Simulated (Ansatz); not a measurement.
# NbH2(331) slab (72 atoms): geometry optimisation

Aim: bring NbH2(331) slab (72 atoms) to a nearby minimum of the energy and see what moves.

Calculated with Ansatz 0.2.0; Kohn-Sham DFT, LDA, PAW (set soft_2), plane waves.

### 1. Starting point

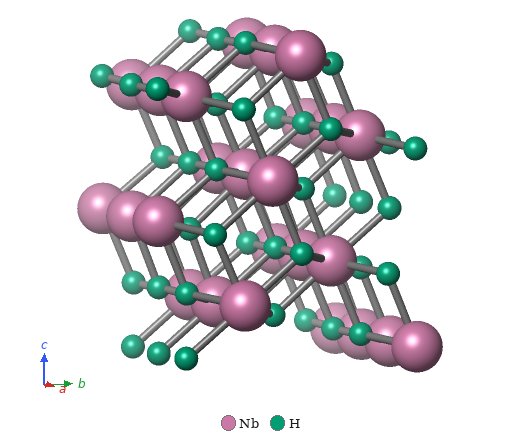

The cell as given, from the side, with the c axis up (niobium pink, hydrogen teal). Some periodic images of atoms are drawn too.

The cell holds 72 atoms: 24 Nb and 48 H. Cell: a = 9.680 Å, b = 7.215 Å, c = 21.851 Å, α = 90.0°, β = 90.0°, γ = 102.9°. It derives from NbH2 (fluorite-type). Fluorite-type NbH2 (a = 4.563 Å), (331) slab of 8 repeat layers, 3 x 1 surface cells, 14 Å of vacuum; atoms within 2.51 Å of the bottom held; not relaxed, displaced by a Gaussian of 0.02 Å. Vacuum lies along c.

### 2. Single point at the start

A single point comes first, to see the forces before anything moves.

input.yaml

```yaml
crystal:
  lattice:
    - [9.67958, 0.0, 0.0]
    - [-1.61326, 7.03206, 0.0]
    - [0.0, 0.0, 21.85118]
  atoms:
    - { symbol: Nb, position: [0.00085, 0.9876, 0.33244] }
    - { symbol: H, position: [0.86088, 0.14494, 0.32145] }
    - { symbol: H, position: [0.80672, 0.83193, 0.34394] }
    - { symbol: Nb, position: [0.8925, 0.36143, 0.38133] }
    - { symbol: H, position: [0.7517, 0.51424, 0.3667] }
    - { symbol: H, position: [0.69944, 0.19786, 0.39247] }
    - { symbol: Nb, position: [0.7895, 0.724, 0.42848] }
    - { symbol: H, position: [0.98207, 0.88233, 0.41656] }
    - { symbol: H, position: [0.92532, 0.56893, 0.44032] }
    - { symbol: Nb, position: [0.68311, 0.09279, 0.47601] }
    - { symbol: H, position: [0.87791, 0.25011, 0.46346] }
    - { symbol: H, position: [0.82329, 0.93761, 0.48848] }
    - { symbol: Nb, position: [0.91003, 0.46251, 0.52461] }
    - { symbol: H, position: [0.77262, 0.62049, 0.51168] }
    - { symbol: H, position: [0.71951, 0.30552, 0.53501] }
    - { symbol: Nb, position: [0.80301, 0.82994, 0.57232] }
    - { symbol: H, position: [0.99886, 0.98173, 0.56034] }
    - { symbol: H, position: [0.94552, 0.67351, 0.58361] }
    - { symbol: Nb, position: [0.7005, 0.1944, 0.6194] }
    - { symbol: H, position: [0.8943, 0.35567, 0.60732] }
    - { symbol: H, position: [0.83848, 0.04173, 0.63184] }
    - { symbol: Nb, position: [0.92746, 0.56355, 0.66847] }
    - { symbol: H, position: [0.78631, 0.72629, 0.65513] }
    - { symbol: H, position: [0.73356, 0.41271, 0.68005] }
    - { symbol: Nb, position: [0.66641, 0.98848, 0.33159] }
    - { symbol: H, position: [0.52469, 0.14426, 0.32006] }
    - { symbol: H, position: [0.47077, 0.8309, 0.34299] }
    - { symbol: Nb, position: [0.55871, 0.35446, 0.37904] }
    - { symbol: H, position: [0.41907, 0.51683, 0.36768] }
    - { symbol: H, position: [0.36388, 0.19431, 0.39255] }
    - { symbol: Nb, position: [0.45435, 0.72195, 0.42761] }
    - { symbol: H, position: [0.64708, 0.88251, 0.41659] }
    - { symbol: H, position: [0.59741, 0.56963, 0.44074] }
    - { symbol: Nb, position: [0.35, 0.09576, 0.47462] }
    - { symbol: H, position: [0.54329, 0.25723, 0.4632] }
    - { symbol: H, position: [0.48849, 0.93296, 0.48834] }
    - { symbol: Nb, position: [0.57627, 0.46303, 0.52538] }
    - { symbol: H, position: [0.43911, 0.62282, 0.51379] }
    - { symbol: H, position: [0.3855, 0.30629, 0.53544] }
    - { symbol: Nb, position: [0.47218, 0.83384, 0.57282] }
    - { symbol: H, position: [0.66112, 0.98681, 0.56016] }
    - { symbol: H, position: [0.61025, 0.6744, 0.58359] }
    - { symbol: Nb, position: [0.36363, 0.19944, 0.61906] }
    - { symbol: H, position: [0.55751, 0.3559, 0.6061] }
    - { symbol: H, position: [0.51205, 0.04204, 0.62974] }
    - { symbol: Nb, position: [0.59433, 0.56782, 0.66734] }
    - { symbol: H, position: [0.45352, 0.72385, 0.65537] }
    - { symbol: H, position: [0.40383, 0.4106, 0.67769] }
    - { symbol: Nb, position: [0.33009, 0.98475, 0.33256] }
    - { symbol: H, position: [0.19389, 0.14843, 0.32113] }
    - { symbol: H, position: [0.13889, 0.83043, 0.34561] }
    - { symbol: Nb, position: [0.22776, 0.35681, 0.37997] }
    - { symbol: H, position: [0.08449, 0.5116, 0.36948] }
    - { symbol: H, position: [0.03667, 0.20014, 0.39097] }
    - { symbol: Nb, position: [0.11809, 0.72531, 0.42777] }
    - { symbol: H, position: [0.31762, 0.88763, 0.41677] }
    - { symbol: H, position: [0.26192, 0.56873, 0.43898] }
    - { symbol: Nb, position: [0.01507, 0.08919, 0.47656] }
    - { symbol: H, position: [0.21109, 0.25609, 0.46392] }
    - { symbol: H, position: [0.15777, 0.93478, 0.48863] }
    - { symbol: Nb, position: [0.24419, 0.45871, 0.52505] }
    - { symbol: H, position: [0.10235, 0.61924, 0.51323] }
    - { symbol: H, position: [0.05162, 0.30665, 0.535] }
    - { symbol: Nb, position: [0.14287, 0.83327, 0.5717] }
    - { symbol: H, position: [0.33008, 0.99007, 0.56133] }
    - { symbol: H, position: [0.27782, 0.66926, 0.58272] }
    - { symbol: Nb, position: [0.02941, 0.19579, 0.61865] }
    - { symbol: H, position: [0.22698, 0.3582, 0.60832] }
    - { symbol: H, position: [0.17381, 0.03636, 0.63272] }
    - { symbol: Nb, position: [0.26189, 0.56525, 0.66842] }
    - { symbol: H, position: [0.12273, 0.71981, 0.65659] }
    - { symbol: H, position: [0.0689, 0.40643, 0.67946] }
kpoints:
  mp_grid: { grid: [2, 2, 1] }
hamiltonian:
  xc: lda
scf:
  occupations: { method: gaussian, width: 0.025 }
output:
  forces: true
  populations: true
  dos:
    method: { smearing: { sigma: 0.08 } }
    de: 0.1
    projected: { site_lists: { H: [H], Nb: [Nb] } }
  eigenvalues: true
```

Launch:

```
$ ansatz run input.yaml --threads 8 --pin off --max-ram 15872MiB --backend cpu --events-out ev --progress --plain --runs-dir out
```

Numbers of over 12 decimals in the logs are rounded to 6 here.

Output:

```text
Engine: ansatz 0.2.0, aarch64-unknown-linux-gnu
Pseudopotentials: kind: paw
Pseudopotential: Nb, paw, valence charge 13, recommended cutoff 420 eV (normal), Nb.paw.azcp
Pseudopotential: H, paw, valence charge 1, recommended cutoff 420 eV (normal), H.paw.azcp
Functional definition: SPW92
  exchange = slater_x
  correlation = pw_c
Crystal: 72 atoms, lattice volume = 1487.353 Å³
Basis set: ecut = 420 eV, 29019 PW (Γ)
Bands: 252, of which v1, the nominal top of the filled ones, is band 180 counted from 1 (179 counted from 0)
Symmetry: 1 space group operations
Space group: P1 (ITA 1), of the structure as read, at distance tolerance 1.1e-4 Å
k-points: 4
Non-local potential: Nb, projectors of the file, l = 0: 3, l = 1: 2, l = 2: 2, l = 3: 1
Non-local potential: H, projectors of the file, l = 0: 2, l = 1: 1
PAW form: soft (Blöchl's): semilocal exchange-correlation on the pseudo side does not see the compensation charge
PAW frozen core: Nb, regenerated for the run's functional, and the local potential with it (the file was generated under x = pbe(κ = 0.804, μ = 0.219515), c = pbe(β = 0.066725))
PAW one-centre angular grid: Nb, 590 points (default); XC on 64 Gauss nodes
PAW one-centre angular grid: H, 110 points (default); XC on 64 Gauss nodes
Initial density: superposition of atomic densities (neutral atoms: chi_scale 0, normalization atom), corrected by the library's trained network
Initial wavefunctions: pseudopotential atomic-orbital guess
Functional: x = slater, c = lda
SCF iter   1: F=—  HF=-107376.331310 eV  |F-HF|=—  |Δ(HF+E_count)|=         —  Δρ=8.89e-3  dr2=1.69e0  ethr=1.77e-3  ⟨swp⟩=8.0  Hψ=4186  notcnv=0  defer=163
preconditioner: auto → LDOS  [insulator: Δε(μ)=0.028 eV  Ē_g=6.070 eV  σ=0.025 eV  W_gap=0.56  n_scr=260 (ndim 8)  ℏωp=12.5 eV  f_vac=0.532  D(μ)=34.15/eV (n_scr^D=218)  ε∞_Penn≈5.2  β→1.0]
SCF iter   2: F=—  HF=-107376.086271 eV  |F-HF|=—  |Δ(HF+E_count)|=   2.45e-1  Δρ=3.80e-3  dr2=3.89e-1  ethr=4.71e-4  ⟨swp⟩=2.0  Hψ=1527  notcnv=0  defer=257
SCF iter   3: F=—  HF=-107376.043160 eV  |F-HF|=—  |Δ(HF+E_count)|=   4.31e-2  Δρ=9.64e-4  dr2=2.98e-2  ethr=1.08e-4  ⟨swp⟩=2.0  Hψ=1100  notcnv=0  defer=257
SCF iter   4: F=—  HF=-107376.040362 eV  |F-HF|=—  |Δ(HF+E_count)|=   2.80e-3  Δρ=2.75e-4  dr2=3.24e-3  ethr=8.27e-6  ⟨swp⟩=2.2  Hψ=1111  notcnv=0  defer=257
SCF iter   5: F=—  HF=-107376.040294 eV  |F-HF|=—  |Δ(HF+E_count)|=   6.74e-5  Δρ=1.17e-4  dr2=5.30e-4  ethr=8.99e-7  ⟨swp⟩=2.0  Hψ=1073  notcnv=0  defer=257
SCF iter   6: F=—  HF=-107376.040297 eV  |F-HF|=—  |Δ(HF+E_count)|=   2.31e-6  Δρ=4.76e-5  dr2=1.28e-4  ethr=1.47e-7  ⟨swp⟩=2.2  Hψ=1072  notcnv=0  defer=257
SCF iter   7: F=—  HF=-107376.040296 eV  |F-HF|=—  |Δ(HF+E_count)|=   8.55e-7  Δρ=1.84e-5  dr2=1.18e-5  ethr=3.57e-8  ⟨swp⟩=2.0  Hψ=1089  notcnv=0  defer=257
SCF iter   8: F=—  HF=-107376.041209 eV  |F-HF|=—  |Δ(HF+E_count)|=   9.13e-4  Δρ=9.27e-6  dr2=5.35e-6  ethr=3.27e-9  ⟨swp⟩=2.0  Hψ=1238  notcnv=0  defer=257
SCF iter   9: F=—  HF=-107376.041209 eV  |F-HF|=—  |Δ(HF+E_count)|=   8.30e-8  Δρ=3.79e-6  dr2=7.68e-7  ethr=1.49e-9  ⟨swp⟩=2.0  Hψ=912  notcnv=0  defer=257
SCF iter  10: F=—  HF=-107376.041209 eV  |F-HF|=—  |Δ(HF+E_count)|=   6.18e-8  Δρ=2.10e-6  dr2=2.59e-7  ethr=2.13e-10  ⟨swp⟩=2.0  Hψ=1070  notcnv=0  defer=257
SCF iter  11: F=-107376.041209 eV  HF=-107376.041209 eV  |F-HF|=2.19e-8  |Δ(HF+E_count)|=   6.64e-9  Δρ=7.56e-7  dr2=2.91e-8  ethr=2.78e-11  ⟨swp⟩=16.0  Hψ=5420  notcnv=0
SCF 1 converged in 11 iterations: F = -107376.041209 eV  dr2 = 2.91e-8
  greatest PAW one-centre occupation: 0.997 electrons in one spin orbital (limit 2), on the Nb atom at site 39 (counted from 0), in its partial waves of l = 0
SCF converged after 11 iterations
Free energy (F): -107376.041209 eV
Harris-Foulkes:  -107376.041209 eV  (|F-HF|=2.19e-8)
Internal energy: -107376.026734 eV  (E = F + TS)
E sigma→0 (E₀):  -107376.033971 eV
Entropy (-TS):   -0.014475 eV (-0.201 meV/atom)
Fermi energy:    3.175829 eV
--- Per-component energies (eV) ---
  E_band       = -6668.368402
  E_kinetic    = 10091.355895
  E_local      = -258253.063020  (includes V_loc(G=0)·N_el)
  E_nonlocal   = 3048.397085
  E_hartree    = 123381.232804
  E_xc         = -4594.119644
  E_vxc        = -5636.368366  (∫ρ·V_xc dr)
  E_paw        = -71182.410802  (= ΣΔE_a)
  E_vpaw       = -2681.122539  (= ΣTr[D̂ρ^β])
  E_aug_tail   = -0.056304  (compensation charges beyond the density's cutoff)
  E_ewald      = 90122.420589
  E_core_change = 10.216664  (= ΣΔE_core)
  E_smearing   = -0.014475  (= −TS)
  E_closure    = -0.000000  (closes the sum)
  Σ components = -107376.041209   (vs F -107376.041209, Δ=0.00e0)
--- Forces (eV/Å), atoms counted from 1 ---
  atom   1  Nb    -0.04293114     1.08815685     2.41493233
  atom   2  H     -0.08416642     0.09012055    -0.42664765
  atom   3  H      0.03680409     0.00021486    -0.29289415
  atom   4  Nb     0.11281503    -1.54386717     0.95513343
  atom   5  H     -0.01636608    -0.01597450    -0.10324059
  atom   6  H      0.00895545    -0.10047088    -0.40231446
  atom   7  Nb    -0.31125860     0.18591477    -0.15351943
  atom   8  H     -0.10276297     0.10259254    -0.29222541
  atom   9  H      0.16291924    -0.03928576     0.02936440
  atom  10  Nb    -0.21240575     0.30202925    -0.31116521
  atom  11  H     -0.08427093     0.11421829    -0.09517066
  atom  12  H     -0.03763971    -0.14674763    -0.06643145
  atom  13  Nb     0.14457264    -0.32601123     0.08933028
  atom  14  H     -0.13303830     0.04129960     0.14025316
[...]
atom  71  H     -0.14114142     0.07451921     0.25013809
  atom  72  H     -0.06396829    -0.03216173     0.43232896
  max |Σ_I F_I| component: 8.16e-5 eV/Å
--- Band table (eV) ---
  k-point 0: bands = ["-52.0294", "-52.0215", "-52.0042", "-51.9930", [... 236 levels ...], "6.8673", "6.8944", "7.0550", "7.0931", "7.1388", "7.3204", "7.3549", "7.4281", "7.5773", "7.5905", "7.7580", "7.8933"]
[...]
--- Löwdin populations: 72 sites ---
  site symbol       q [e]
     0     Nb     12.6789
     1      H      1.1474
     2      H      1.1346
[...]
71      H      1.1454
  spilling = 0.003828 (of n_electrons = 360.000000)
```

Run time: 29 s. Hardware: 8 threads of Arm Neoverse V2, shared host; peak memory 6.1 GiB.

Reading the cycles: dr2 is the Hartree energy of the density residual (eV), the measure of convergence; HF is the Harris–Foulkes estimate of the energy, which meets the free energy F at convergence.

Read from the output:

- free energy: -107376.0412 eV
- free energy per atom: -1491.3339 eV/atom
- SCF cycles: 11
- r.m.s. force component: 0.5682 eV/Å
- longest force: 2.77 eV/Å
- Fermi energy: 3.176 eV
- levels partly filled by over 2 per cent: 8
- spilling of the projection: 0.003828

The r.m.s. force component of 0.57 eV/Å sets the starting point.

Neighbours are counted within 2.43 Å (H-Nb), cutoffs set anew for this text.

Length of the force by element and coordination:

```csv
element,coordination,atoms,mean length of the force (eV/Å),spread,least,most
H,all,48,0.324,0.138,0.106,0.653
H,3,18,0.384,0.123,0.106,0.571
H,4,30,0.288,0.135,0.115,0.653
Nb,all,24,1.31,0.969,0.171,2.77
Nb,6,6,2.68,0.054,2.60,2.77
Nb,7,6,1.74,0.189,1.52,2.11
Nb,8,12,0.414,0.162,0.171,0.738
```

### 3. Relaxation

With the cell held, the atoms are moved downhill towards a nearby minimum.

input.yaml, the sections that differ from step 2:

```yaml
output:
  forces: true
relax:
  f_tol: 0.05
  max_steps: 113
  constraints:
    - { sites: [0, 1, 2, 3, 4, 5, 6, 7, 24, 25, 26, 27, 28, 29, 30, 31, 48, 49, 50, 51, 52, 53, 54, 55], fix: xyz }
# crystal, kpoints, hamiltonian, scf: as in step 2
```

Output:

```text
[...]
Crystal: 72 atoms, lattice volume = 1487.353 Å³
Basis set: ecut = 420 eV, 29019 PW (Γ)
Bands: 252, of which v1, the nominal top of the filled ones, is band 180 counted from 1 (179 counted from 0)
Symmetry: 1 space group operations
[...]
k-points: 4
[...]
SCF iter   1: F=—  HF=-107376.331310 eV  |F-HF|=—  |Δ(HF+E_count)|=         —  Δρ=8.89e-3  dr2=1.69e0  ethr=1.77e-3  ⟨swp⟩=8.0  Hψ=4186  notcnv=0  defer=163
[...]
SCF iter   7: F=-107376.041203 eV  HF=-107376.041208 eV  |F-HF|=4.91e-6  |Δ(HF+E_count)|=   3.32e-6  Δρ=1.70e-5  dr2=1.04e-5  ethr=1.74e-8  ⟨swp⟩=3.0  Hψ=3017  notcnv=0
SCF 1 converged in 7 iterations: F = -107376.041203 eV  dr2 = 1.04e-5
[...]
relax step   1: F+E_penalty+E_count = -107376.04120274 eV  Δ(F+E_penalty+E_count) = +0.000e0 eV  max|allowed force component| = 2.560e0 eV/Å  Δτ_max = 0.0000 Å  (7 SCF iters, dr2 threshold 6.25e-5 eV, accepted)
[...]
relax step   2: F+E_penalty+E_count = -107377.63834857 eV  Δ(F+E_penalty+E_count) = -1.597e0 eV  max|allowed force component| = 6.022e-1 eV/Å  Δτ_max = 0.1949 Å  (8 SCF iters, dr2 threshold 1.00e-4 eV, accepted)
[...]
relax step   3: F+E_penalty+E_count = -107378.18443978 eV  Δ(F+E_penalty+E_count) = -5.461e-1 eV  max|allowed force component| = 2.066e-1 eV/Å  Δτ_max = 0.2000 Å  (8 SCF iters, dr2 threshold 2.27e-5 eV, accepted)
relax step   4: F+E_penalty+E_count = -107378.28839313 eV  Δ(F+E_penalty+E_count) = -1.040e-1 eV  max|allowed force component| = 1.065e-1 eV/Å  Δτ_max = 0.0753 Å  (7 SCF iters, dr2 threshold 2.67e-6 eV, accepted)
relax step   5: F+E_penalty+E_count = -107378.28978753 eV  Δ(F+E_penalty+E_count) = -1.394e-3 eV  max|allowed force component| = 1.672e-1 eV/Å  Δτ_max = 0.0786 Å  (8 SCF iters, accepted)
relax step   6: F+E_penalty+E_count = -107378.29873359 eV  Δ(F+E_penalty+E_count) = -8.946e-3 eV  max|allowed force component| = 3.260e-2 eV/Å  Δτ_max = 0.0339 Å  (5 SCF iters, dr2 threshold 7.43e-6 eV, accepted)
[...]
relax step   7: F+E_penalty+E_count = -107378.29873822 eV  Δ(F+E_penalty+E_count) = -4.628e-6 eV  max|allowed force component| = 3.281e-2 eV/Å  Δτ_max = 0.0000 Å  (4 SCF iters, accepted)
SCF converged after 4 iterations
Free energy (F): -107378.298738 eV
[...]
Internal energy: -107378.291078 eV  (E = F + TS)
E sigma→0 (E₀):  -107378.294908 eV
Entropy (-TS):   -0.007660 eV (-0.106 meV/atom)
Fermi energy:    3.157523 eV
[...]
--- Forces (eV/Å), atoms counted from 1 ---
  atom   1  Nb    -0.03940706     0.98596443     2.05785338
  atom   2  H     -0.08216309     0.08498282    -0.43684266
  atom   3  H      0.03781702    -0.02597537    -0.33195341
  atom   4  Nb     0.06551785    -1.46823156     0.30290135
  atom   5  H     -0.01388457    -0.04357711    -0.14524993
  atom   6  H      0.00234085     0.04037023    -0.75453774
  atom   7  Nb    -0.28868120     0.37290297    -0.58535435
  atom   8  H     -0.12333559     0.00474475    -0.40690132
  atom   9  H      0.00285467    -0.00072080     0.00108506
  atom  10  Nb     0.00316280    -0.02063929     0.01534797
  atom  11  H     -0.00074069     0.00122004     0.00581886
  atom  12  H     -0.00320059     0.00725349     0.00515692
  atom  13  Nb    -0.00192693    -0.01123525    -0.00943544
  atom  14  H      0.00339577    -0.00008908    -0.00209256
[...]
atom  71  H     -0.00196130     0.00554731    -0.00633469
  atom  72  H      0.00227284     0.00193183     0.00070826
  max |Σ_I F_I| component: 2.66e-4 eV/Å
--- Relaxed structure (7 steps of the walk, 7 accepted, 0 SCFs on fresh bases) ---
  F+E_penalty+E_count = -107378.29873822 eV   max|allowed force component| = 3.281e-2 eV/Å
  atoms:
    - { symbol: Nb, position: [0.00085, 0.9876, 0.33244] }
    - { symbol: H, position: [0.86088, 0.14494, 0.32145] }
    - { symbol: H, position: [0.80672, 0.831930, 0.34394] }
    - { symbol: Nb, position: [0.892500, 0.361430, 0.381330] }
[...]
- { symbol: H, position: [0.069180, 0.399942, 0.677174] }
```

Elapsed: 80 s, on 8 threads; peak memory 6 GiB; 10 min of CPU time.

The steps of the relaxation:

```csv
step,energy less that of the first step (eV),largest force component, free atoms (eV/Å)
1,0.0000,2.5600
2,-1.5971,0.6022
3,-2.1432,0.2066
4,-2.2472,0.1065
5,-2.2486,0.1672
6,-2.2575,0.0326
7,-2.2575,0.0328
```

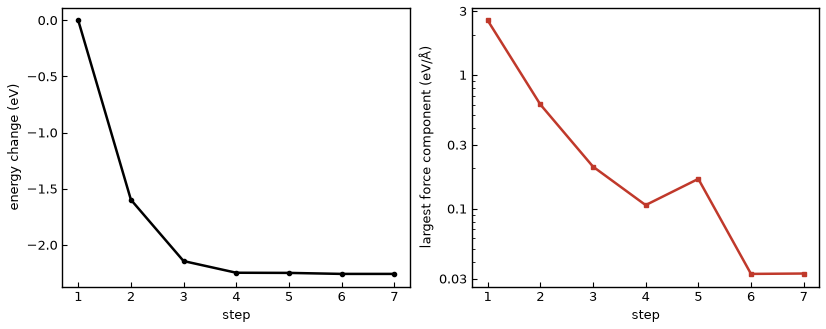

Energy and largest force along the relaxation.

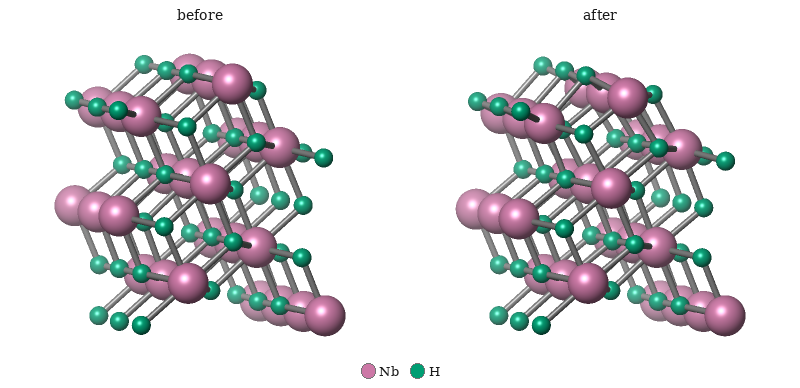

The structure before and after the relaxation, drawn at the same scale.

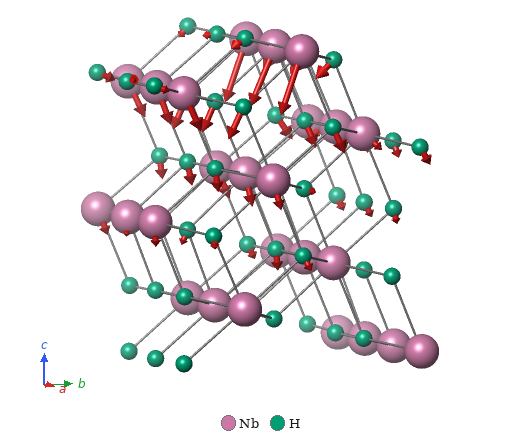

Displacements in the relaxation, exaggerated; the longest in the cell stands for 0.47 Å. Some periodic images of atoms are drawn too.

The atoms that moved most (Å):

```csv
atom,dx,dy,dz,length
Nb70,0.022,-0.157,-0.440,0.467
Nb22,0.024,-0.155,-0.439,0.466
Nb46,0.029,-0.180,-0.413,0.452
H68,-0.013,-0.109,-0.262,0.284
H20,-0.019,-0.104,-0.231,0.254
Nb19,-0.022,0.109,-0.223,0.249
H44,0.013,-0.096,-0.212,0.233
Nb43,0.018,0.077,-0.213,0.228
```

The relaxation changed the energy by -31.4 meV/atom, and atoms moved by 0.15 Å r.m.s., 0.47 Å at most.

(Continued in part 2 of 3.)

[Logs are printed without paths, hosts, clocks, repeated set-up lines and the standing remarks that a program may print on its own settings, such as how far it seeks lower states.]

[Hosts, paths, dates, database ids (printed as entryN), source tags and the programs' standing remarks are cut or masked in the printed files.]
